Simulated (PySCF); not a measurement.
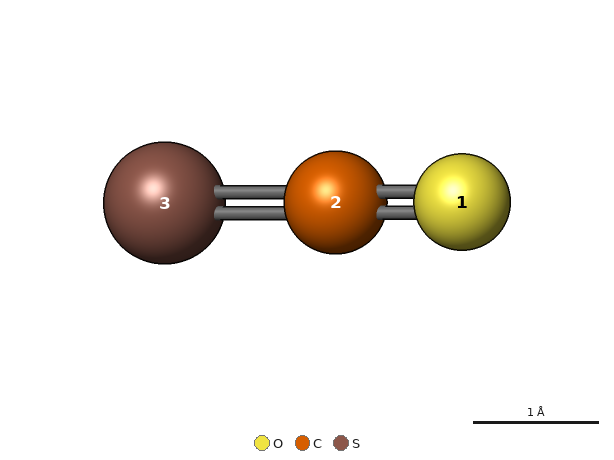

Numbered structure. Computed geometry: PBE0-D3(BJ)/def2-TZVP optimisation. No frequency run is at hand to confirm it as a minimum.

How are the neighbours of atom 2 arranged?

Answer. C2 has 2 neighbours (O1 at 1.15, S3 at 1.56 Å); the arrangement is linear.
